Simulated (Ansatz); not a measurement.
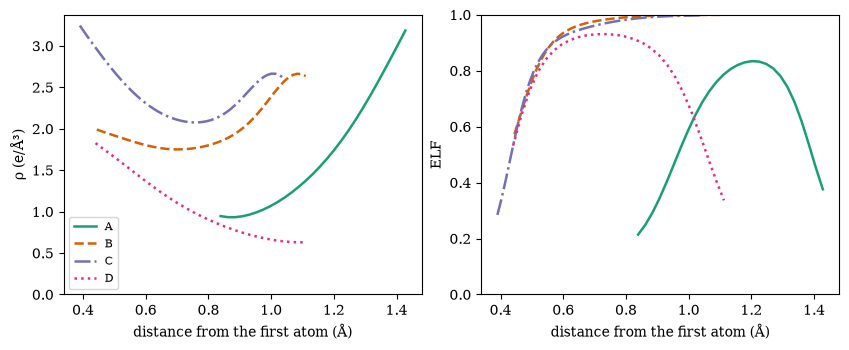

Figure. CH$_{5}$GaN (SMILES [CH3][GaH][NH-]) (charge −1). Electron density and ELF along straight lines between neighbouring atoms. The curves leave out the atomic cores.

Geometry: BLYP-D3(BJ)/def2-SVPD.

Method: Ansatz 0.2.0, isolated molecule in a Gaussian basis; Kohn-Sham density functional theory, functional PBE0.

Input file:

```
crystal:
  periodic: [false, false, false]
  atoms:
    - symbol: C
      position_ang: [0.295200, -1.194520, -1.695168]
    - symbol: Ga
      position_ang: [0.912554, -0.510213, 0.158126]
    - symbol: "N"
      position_ang: [0.140613, -0.645602, 1.793050]
    - symbol: H
      position_ang: [0.184784, -0.348803, -2.408692]
    - symbol: H
      position_ang: [1.048542, -1.888447, -2.128234]
    - symbol: H
      position_ang: [-0.675697, -1.729856, -1.643962]
    - symbol: H
      position_ang: [2.337405, 0.261503, -0.001311]
    - symbol: H
      position_ang: [-0.756303, -1.164439, 1.710215]
basis:
  gaussian:
    orbitals: def2-TZVPD
total_charge: -1
hamiltonian:
  xc: {name: PBE0}
output: {forces: true, orbitals: {seedname: orbitals}}
```

Run with:

```sh
ansatz run input.yaml --threads 2 --pin off --max-ram 4350MiB --events-out events.jsonl --progress --plain --runs-dir runs
```

Which curve belongs to which contact (C–Ga, C–H, Ga–N and N–H)? The first atom named is at distance zero.

Answer. Curve A: Ga–N (1.81 Å): the density is about 0.94 e/Å³ at the midpoint; the ELF peaks at about 0.85 in the valence shell of N, 0.6 Å from its nucleus, and is about 0.35 at the midpoint. Curve B: C–H (1.11 Å): the density is about 1.9 e/Å³ at the midpoint; the ELF climbs to about 1 towards the hydrogen, as it does in any bond to H; a covalent bond by its length. Curve C: N–H (1.04 Å): ρ is about 2.6 e/Å³ halfway; the ELF climbs to about 1 towards the hydrogen (a covalent bond by its length). Curve D: C–Ga (2.07 Å): the density is about 0.64 e/Å³ at the midpoint; the ELF peaks at about 0.95 in the valence shell of C, 0.7 Å from its nucleus, and is about 0.55 at the midpoint.
